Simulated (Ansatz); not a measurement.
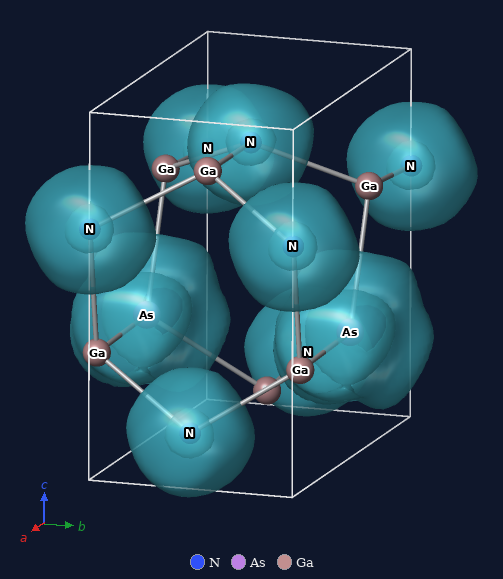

The picture shows: Ga4AsN3. Isosurface of the electron localisation function at 0.6 (cyan), seen slightly off an axis. Only the valence region is drawn (cores and ρ < 0.01 e/Å³ removed). Sticks mark near contacts.

Space group Pm; started from the ordered alloy on wurtzite lattice prototype, which need not be the ambient phase; computed pressure about 5 GPa in this cell.

These are results of DFT, PBE with spin-orbit coupling, plane waves, PAW (Ansatz), not measurements.

In a PAW calculation such maps are meaningful between the atoms, not at the nuclei.

```cif
data_structure
_symmetry_space_group_name_H-M 'P 1'
_symmetry_Int_Tables_number 1
_cell_length_a 5.5372
_cell_length_b 3.3705
_cell_length_c 5.9104
_cell_angle_alpha 90.000
_cell_angle_beta 90.464
_cell_angle_gamma 90.000
_cell_volume 110.30
loop_
_atom_site_label
_atom_site_type_symbol
_atom_site_fract_x
_atom_site_fract_y
_atom_site_fract_z
_atom_site_occupancy
N1 N 0.99512 0.00000 0.68142 1
N2 N 0.00220 0.50000 0.15169 1
N3 N 0.49384 0.50000 0.83037 1
As1 As 0.51016 0.00000 0.34166 1
Ga1 Ga 0.35377 0.00000 0.70478 1
Ga2 Ga 0.35101 0.50000 0.12471 1
Ga3 Ga 0.85991 0.50000 0.83306 1
Ga4 Ga 0.93399 0.00000 0.33231 1
```

> What do the ELF domains correspond to?

The ELF exceeds this value in one region on As in which the atom's valence shell and bonds are merged and three regions wrapped around N (the valence shell of each), counted in one cell of 8 atoms. Regions shared between cells count once.

Values along the shortest contacts:
Ga–N (1.92 Å): the ELF peaks at about 0.85 in the valence shell of N, 0.6 Å from its nucleus, and is about 0.50 at the midpoint. Ga–As (2.29 Å): the ELF peaks at about 0.75 between the atoms: a covalent bond.
